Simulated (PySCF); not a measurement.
Cl3Fe, SMILES [Cl][Fe]([Cl])[Cl], multiplicity 6 at its CAM-B3LYP/def2-SVP optimised geometry (Å):

```
4

Fe    -0.5332     0.0006     0.0000
Cl    -1.6005     1.8483     0.0000
Cl    -1.5980    -1.8483    -0.0037
Cl     1.6005     0.0006     0.0000
```

Level of theory: unrestricted CAM-B3LYP/def2-TZVP (PySCF). Cells within 0.4 Å of a nucleus heavier than hydrogen are left out (blank, or x).

Map of the deformation density (molecule minus spherical neutral atoms) (e/bohr³) on the plane z = 0.0 Å:

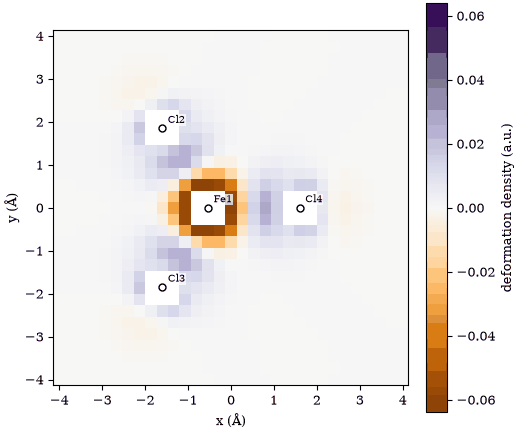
Figure: Deformation density (molecule minus spherical neutral atoms) (e/bohr³) on the plane z = 0.0 Å.
